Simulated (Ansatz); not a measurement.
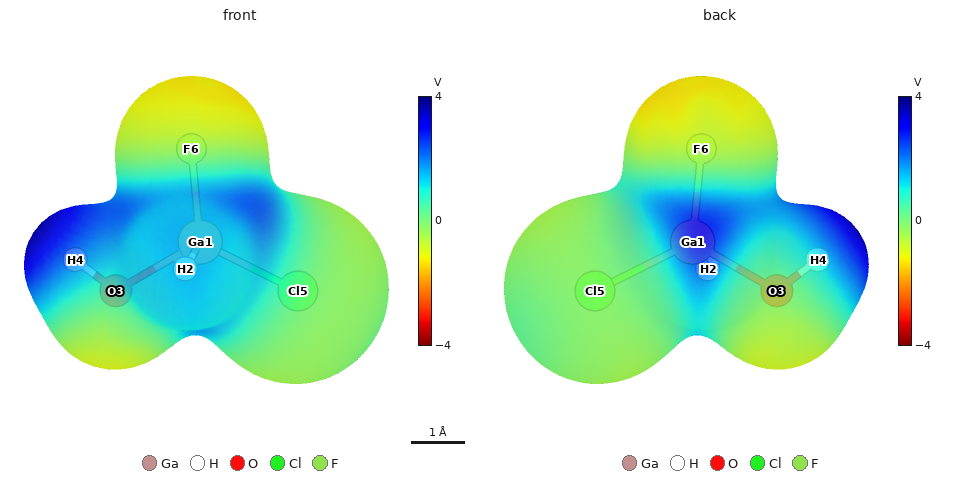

*ClFGaH₂O (doublet). The molecular electrostatic potential painted on the density surface at 0.004 e/bohr³, seen from the front and from behind; red is negative and blue positive.*

All numbers below come from UKS BLYP-D4/def2-SVP in Ansatz.

Input

```
crystal:
  periodic: [false, false, false]
  atoms:
    - { symbol: Ga, position_ang: [-0.114263, -0.106955, 0.327814] }
    - { symbol: H, position_ang: [0.326934, 1.201603, 1.129808] }
    - { symbol: O, position_ang: [1.249781, -0.535297, -0.818749] }
    - { symbol: H, position_ang: [2.043854, -0.83925, -0.324012] }
    - { symbol: Cl, position_ang: [-2.09713, 0.045376, -0.545131] }
    - { symbol: F, position_ang: [0.051124, -0.717377, 2.02537] }
magnetization:
  spin_polarized: true
  initial_magnetization: 1
basis:
  gaussian: { orbitals: def2-SVP }
hamiltonian:
  xc: blyp
  dispersion: d4
relax:
  f_tol: 0.03
  max_steps: 50
output:
  orbitals: {}
```

Launched as:

```sh
ansatz run input.yaml --threads 2 --pin off --max-ram 3072MiB --backend cpu --events-out ev --progress --plain --runs-dir out
```

The fields are those of the run's last geometry, not of the input's.

Where is the surface potential most negative and most positive?

Answer. The most negative region (about −1.3 V) lies over F6, the most positive (about +3.6 V) over H4. Cl5 shows a σ-hole: about +0.3 V at the tip opposite its bond, against about −0.3 V on its flanks.
